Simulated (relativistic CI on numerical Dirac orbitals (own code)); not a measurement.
# Mo²⁺: one ion under different settings

Aim: see what numerical and physical settings do to the SCF, the total energy and the lowest levels of Mo²⁺.

The numbers are computed with relativistic CI on numerical Dirac orbitals (own code) version 3 (Dirac-Coulomb-Breit CI, KLI orbitals optimised for each configuration, model QED (radiative potential, 1s self-energy scaled to tabulated hydrogen-like ionisation energies), numerical settings as typed), except any that are marked as measured or tabulated.

### 1 Starting point

```
ion            : Mo²⁺ (Mo III)
nuclear charge : 42
electrons      : 40
isotope        : A = 98
```

### 2 Usual settings

The run's settings:

```ini
atom Mo  Z=42  charge=2  electrons=40
nucleus A=98  rms_radius_fm=4.4091
hamiltonian dirac-coulomb  breit=on  qed=on  c_scale=1
orbitals kli  potential=per-configuration
slater_scale 1
correlation none
mixing on
grid step=0.0125 r_max=49.7
scf mixing=0.4 start=green max_iterations=150 tolerance=2e-08 node_fill=0.05
configurations
  [Kr] 4d4
end
```

The run is started by

```sh
$ python run_levels.py task.json out
```

One command runs all members of the session, one after another, from task.json.

The program writes no log. Results of the run, from its result record (rounded, main fields):

```text
status: converged
levels [i, E_cm, J2, conf, term, w_term, w_jj]:
  - [0, 0, 0, "4d4", "5D", 0.9915, 0.6502]
  - [1, 199.29996, 2, "4d4", "5D", 0.9941, 0.5548]
  - [2, 571.05049, 4, "4d4", "5D", 0.9968, 0.6714]
  - [3, 1082.1001, 6, "4d4", "5D", 0.9974, 0.4692]
  - [4, 1704.4964, 8, "4d4", "5D", 0.9947, 0.4411]
  - [5, 15417.676, 8, "4d4", "3H", 0.9505, 0.4076]
  - [6, 15872.589, 10, "4d4", "3H", 0.9696, 0.7964]
  - [7, 15941.428, 0, "4d4", "3P", 0.9726, 0.5935]
  - [8, 16327.091, 12, "4d4", "3H", 0.988, 0.5089]
  - [9, 17066.525, 2, "4d4", "3P", 0.9901, 0.4118]
  - [10, 17910.639, 6, "4d4", "3F", 0.7839, 0.5689]
  - [11, 17965.686, 4, "4d4", "3F", 0.9915, 0.5279]
  - [12, 18136.838, 8, "4d4", "3F", 0.8138, 0.329]
  - [13, 18833.376, 4, "4d4", "3P", 0.9836, 0.402]
  - "... 16 more rows left out ..."
total_energy [Ha]: -4042.478476
n_levels_all: 34
overlap: 2.48419e-12
scf_iterations: [11]
orbital_energies [Ha]: {"1s": -728.243, "2s": -103.583, "2p1/2": -95.3234, "2p3/2": -91.4183, "3s": -18.4671, "3p1/2": -15.3239, "3p3/2": -14.6796, "3d3/2": -9.13128, "3d5/2": -9.00958, "4s": -3.21513, "4p1/2": -2.32711, "4p3/2": -2.23706, "4d3/2": -0.960271, "4d5/2": -0.95137}
configurations [conf, odd, states, E_av_Ha, breit_Ha, qed_Ha]:
  - ["4d4", 0, 210, -4046.414802, 2.424, 1.621]
scf_steps of the first configuration [iteration, E_Ha, residual, outer_eigenvalue_Ha]:
  - [1, -4033.429021, 2.03, -1.852]
  - [2, -4045.107805, 0.641, -1.099]
  - [3, -4046.37757, 0.113, -0.9116]
  - [4, -4046.404736, 0.0736, -0.9947]
  - [5, -4046.414728, 0.0157, -0.9657]
  - [6, -4046.414762, 0.000453, -0.9509]
  - [7, -4046.414784, 0.000296, -0.9513]
  - [8, -4046.414803, 2.76e-05, -0.9514]
  - [9, -4046.414802, 2.51e-06, -0.9514]
  - [10, -4046.414802, 5.54e-07, -0.9514]
  - [11, -4046.414802, 8.86e-09, -0.9514]
```

It took 0.095 s on 1 thread of Neoverse-V1, shared host.

### 3 Potential mixing 0.1

Settings: those of step 2 with these lines changed.

```diff
@@ -8,3 +8,3 @@
 grid step=0.0125 r_max=49.7
-scf mixing=0.4 start=green max_iterations=150 tolerance=2e-08 node_fill=0.05
+scf mixing=0.1 start=green max_iterations=150 tolerance=2e-08 node_fill=0.05
 configurations
```

Result record:

```text
status: converged
levels [i, E_cm, J2, conf, term, w_term]:
  - [0, 0, 0, "4d4", "5D", 0.9915]
  - [1, 199.29997, 2, "4d4", "5D", 0.9941]
  - [2, 571.05051, 4, "4d4", "5D", 0.9968]
  - [3, 1082.1002, 6, "4d4", "5D", 0.9974]
  - [4, 1704.4965, 8, "4d4", "5D", 0.9947]
  - [5, 15417.676, 8, "4d4", "3H", 0.9505]
  - [6, 15872.589, 10, "4d4", "3H", 0.9696]
  - [7, 15941.428, 0, "4d4", "3P", 0.9726]
  - "... 22 more rows left out ..."
total_energy [Ha]: -4042.478476
n_levels_all: 34
overlap: 2.48234e-12
scf_iterations: [13]
orbital_energies [Ha]: {"1s": -728.243, "2s": -103.583, "2p1/2": -95.3234, "2p3/2": -91.4183, "3s": -18.4671, "3p1/2": -15.3239, "3p3/2": -14.6796, "3d3/2": -9.13128, "3d5/2": -9.00958, "4s": -3.21513, "4p1/2": -2.32711, "4p3/2": -2.23706, "4d3/2": -0.960271, "4d5/2": -0.95137}
configurations [conf, odd, states, E_av_Ha, breit_Ha, qed_Ha]:
  - ["4d4", 0, 210, -4046.414802, 2.424, 1.621]
scf_steps of the first configuration [iteration, E_Ha, residual, outer_eigenvalue_Ha]:
  - [1, -4033.429021, 2.03, -1.852]
  - [2, -4037.360019, 1.7, -1.633]
  - [3, -4046.278936, 0.185, -0.8668]
  - [4, -4046.251622, 0.221, -0.8567]
  - [5, -4046.399978, 0.0828, -1.004]
  - [6, -4046.409949, 0.0467, -0.9871]
  - [7, -4046.414757, 0.000771, -0.9512]
  - [8, -4046.41473, 0.000665, -0.9512]
  - [9, -4046.414804, 7.97e-05, -0.9515]
  - [10, -4046.414805, 8.93e-05, -0.9515]
  - [11, -4046.414802, 1.16e-06, -0.9514]
  - [12, -4046.414802, 6.42e-07, -0.9514]
  - [13, -4046.414802, 7.4e-09, -0.9514]
```

Run time: 0.1 s. Hardware: 1 thread of Neoverse-V1, shared host.

### 4 Tolerance 1e-05, start potential previous

Settings: those of step 3 with these lines changed.

```diff
@@ -8,3 +8,3 @@
 grid step=0.0125 r_max=49.7
-scf mixing=0.1 start=green max_iterations=150 tolerance=2e-08 node_fill=0.05
+scf mixing=0.4 start=previous max_iterations=150 tolerance=1e-05 node_fill=0.05
 configurations
```

Result record:

```text
status: converged
levels [i, E_cm, J2, conf, term, w_term]:
  - [0, 0, 0, "4d4", "5D", 0.9915]
  - [1, 199.29763, 2, "4d4", "5D", 0.9941]
  - [2, 571.0443, 4, "4d4", "5D", 0.9968]
  - [3, 1082.0893, 6, "4d4", "5D", 0.9974]
  - [4, 1704.4807, 8, "4d4", "5D", 0.9947]
  - [5, 15417.712, 8, "4d4", "3H", 0.9505]
  - [6, 15872.619, 10, "4d4", "3H", 0.9696]
  - [7, 15941.48, 0, "4d4", "3P", 0.9726]
  - "... 22 more rows left out ..."
total_energy [Ha]: -4042.4784761
n_levels_all: 34
overlap: 2.97532e-12
scf_iterations: [8]
orbital_energies [Ha]: {"1s": -728.243, "2s": -103.583, "2p1/2": -95.3234, "2p3/2": -91.4183, "3s": -18.4671, "3p1/2": -15.3239, "3p3/2": -14.6796, "3d3/2": -9.13129, "3d5/2": -9.0096, "4s": -3.21513, "4p1/2": -2.32711, "4p3/2": -2.23706, "4d3/2": -0.96027, "4d5/2": -0.951369}
configurations [conf, odd, states, E_av_Ha, breit_Ha, qed_Ha]:
  - ["4d4", 0, 210, -4046.414803, 2.424, 1.621]
scf_steps of the first configuration [iteration, E_Ha, residual, outer_eigenvalue_Ha]:
  - [1, -4041.440965, 1.21, -0.5198]
  - [2, -4046.292766, 0.158, -0.9021]
  - [3, -4046.390572, 0.0724, -0.9554]
  - [4, -4046.414212, 0.0144, -0.964]
  - [5, -4046.414796, 0.00298, -0.9557]
  - [6, -4046.414768, 0.00063, -0.9508]
  - [7, -4046.414775, 0.00052, -0.9509]
  - [8, -4046.414803, 8.05e-06, -0.9514]
```

It took 0.087 s on 1 thread of Neoverse-V1, shared host.

### 5 Start potential previous

Settings: those of step 4 with these lines changed.

```diff
@@ -8,3 +8,3 @@
 grid step=0.0125 r_max=49.7
-scf mixing=0.4 start=previous max_iterations=150 tolerance=1e-05 node_fill=0.05
+scf mixing=0.4 start=previous max_iterations=150 tolerance=2e-08 node_fill=0.05
 configurations
```

Result record:

```text
status: converged
levels [i, E_cm, J2, conf, term, w_term]:
  - [0, 0, 0, "4d4", "5D", 0.9915]
  - [1, 199.29997, 2, "4d4", "5D", 0.9941]
  - [2, 571.0505, 4, "4d4", "5D", 0.9968]
  - [3, 1082.1001, 6, "4d4", "5D", 0.9974]
  - [4, 1704.4964, 8, "4d4", "5D", 0.9947]
  - [5, 15417.676, 8, "4d4", "3H", 0.9505]
  - [6, 15872.589, 10, "4d4", "3H", 0.9696]
  - [7, 15941.428, 0, "4d4", "3P", 0.9726]
  - "... 22 more rows left out ..."
total_energy [Ha]: -4042.478476
n_levels_all: 34
overlap: 2.48184e-12
scf_iterations: [11]
orbital_energies [Ha]: {"1s": -728.243, "2s": -103.583, "2p1/2": -95.3234, "2p3/2": -91.4183, "3s": -18.4671, "3p1/2": -15.3239, "3p3/2": -14.6796, "3d3/2": -9.13128, "3d5/2": -9.00958, "4s": -3.21513, "4p1/2": -2.32711, "4p3/2": -2.23706, "4d3/2": -0.960271, "4d5/2": -0.95137}
configurations [conf, odd, states, E_av_Ha, breit_Ha, qed_Ha]:
  - ["4d4", 0, 210, -4046.414802, 2.424, 1.621]
scf_steps of the first configuration [iteration, E_Ha, residual, outer_eigenvalue_Ha]:
  - [1, -4041.440965, 1.21, -0.5198]
  - [2, -4046.292766, 0.158, -0.9021]
  - [3, -4046.390572, 0.0724, -0.9554]
  - [4, -4046.414212, 0.0144, -0.964]
  - [5, -4046.414796, 0.00298, -0.9557]
  - [6, -4046.414768, 0.00063, -0.9508]
  - [7, -4046.414775, 0.00052, -0.9509]
  - [8, -4046.414803, 8.05e-06, -0.9514]
  - [9, -4046.414802, 2.46e-06, -0.9514]
  - [10, -4046.414802, 2.16e-07, -0.9514]
  - [11, -4046.414802, 1.44e-09, -0.9514]
```

Wall time 0.097 s (1 thread of Neoverse-V1, shared host).

### 6 Start potential previous, Slater scale 0.6

Settings: those of step 5 with these lines changed.

```diff
@@ -4,3 +4,3 @@
 orbitals kli  potential=per-configuration
-slater_scale 1
+slater_scale 0.6
 correlation none
```

Result record:

```text
status: converged
levels [i, E_cm, J2, conf, term, w_term]:
  - [0, 0, 0, "4d4", "5D", 0.9754]
  - [1, 227.20079, 2, "4d4", "5D", 0.9844]
  - [2, 619.27817, 4, "4d4", "5D", 0.9921]
  - [3, 1121.0843, 6, "4d4", "5D", 0.9927]
  - [4, 1697.8854, 8, "4d4", "5D", 0.985]
  - [5, 9281.9859, 0, "4d4", "3P", 0.9349]
  - [6, 9371.3992, 8, "4d4", "3H", 0.8737]
  - [7, 9901.6096, 10, "4d4", "3H", 0.9359]
  - "... 22 more rows left out ..."
total_energy [Ha]: -4042.4373869
n_levels_all: 34
overlap: 2.48184e-12
scf_iterations: [11]
orbital_energies [Ha]: {"1s": -728.243, "2s": -103.583, "2p1/2": -95.3234, "2p3/2": -91.4183, "3s": -18.4671, "3p1/2": -15.3239, "3p3/2": -14.6796, "3d3/2": -9.13128, "3d5/2": -9.00958, "4s": -3.21513, "4p1/2": -2.32711, "4p3/2": -2.23706, "4d3/2": -0.960271, "4d5/2": -0.95137}
configurations [conf, odd, states, E_av_Ha, breit_Ha, qed_Ha]:
  - ["4d4", 0, 210, -4046.414802, 2.424, 1.621]
scf_steps of the first configuration [iteration, E_Ha, residual, outer_eigenvalue_Ha]:
  - [1, -4041.440965, 1.21, -0.5198]
  - [2, -4046.292766, 0.158, -0.9021]
  - [3, -4046.390572, 0.0724, -0.9554]
  - [4, -4046.414212, 0.0144, -0.964]
  - [5, -4046.414796, 0.00298, -0.9557]
  - [6, -4046.414768, 0.00063, -0.9508]
  - [7, -4046.414775, 0.00052, -0.9509]
  - [8, -4046.414803, 8.05e-06, -0.9514]
  - [9, -4046.414802, 2.46e-06, -0.9514]
  - [10, -4046.414802, 2.16e-07, -0.9514]
  - [11, -4046.414802, 1.44e-09, -0.9514]
```

Run time: 0.093 s. Hardware: 1 thread of Neoverse-V1, shared host.

### 7 Comparison

| setting | total energy less usual (Ha) | largest shift of a level among the lowest eight of both runs, same label and place (cm⁻¹) | SCF iterations | time | lowest level | kind of change |
| --- | --- | --- | --- | --- | --- | --- |
| usual | 0 | 0 | 11 | 0.095 s | 4d4 5D0 | - |
| potential mixing 0.1 | 0 | 0 | 13 | 0.1 s | 4d4 5D0 | numerical |
| tolerance 1e-05, start potential previous | -1.24e-07 | 0.0519 | 8 | 0.087 s | 4d4 5D0 | numerical |
| start potential previous | 0 | 0 | 11 | 0.097 s | 4d4 5D0 | numerical |
| start potential previous, Slater scale 0.6 | 0.0411 | 6660 | 11 | 0.093 s | 4d4 5D0 | model term |

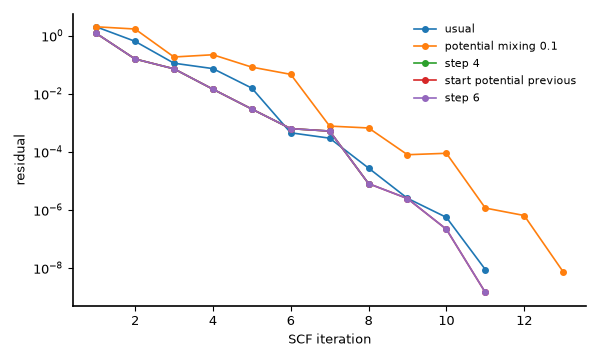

Residual of the first configuration's SCF.

### 8 What came out

```
                    quantity          value
lowest level, usual settings        4d4 5D0
                total energy  -4042.4785 Ha
            first excitation     199.3 cm⁻¹
```

In words: Among the runs whose levels can be followed, they move most under «start potential previous, Slater scale 0.6» (model term), by up to 6660 cm⁻¹. No visible change in the result comes from «potential mixing 0.1» or «tolerance 1e-05, start potential previous» or «start potential previous». Only the listed configurations are in the model. Near neutrality, missing correlation can shift configurations against each other by thousands of cm⁻¹.
